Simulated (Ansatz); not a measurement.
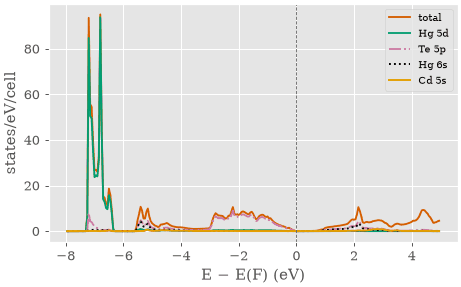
*Total and projected density of states of CdHg$_{3}$Te$_{4}$ in space group P-43m (No. 215; Cd on 1a, Hg on 3c, Te on 4e), LDA in the plane-wave PAW code Ansatz*

### Question
Which orbitals carry the states next to the Fermi level?

### Answer
Within 0.5 eV of the Fermi level: Te 5p 87 %, Hg 5d 7 %. Projections are on Löwdin-orthogonalised atomic valence shells; empty p or d shells of many metals are not among them.

### Question
Where is the tallest occupied peak in this window, and what makes it?

### Answer
Near -6.8 eV, about 95 states/eV per cell; the largest projected share is Hg 5d.

The workflow started from a Materials Project entry (that database holds measured and hypothetical structures alike); the Crystallography Open Database copy checked does not list it. With Cd and Hg taken as one species the cell has the higher symmetry F-43m, so it may be an ordered model of a mixed-site phase. Whether it is the stable phase at ambient conditions was not checked. The cell was relaxed with LDA under the symmetry of its start; its stability against distortions is not shown here. Spin–orbit coupling is left out wherever it is not named.

Potentials: the later of the program's two PAW sets.
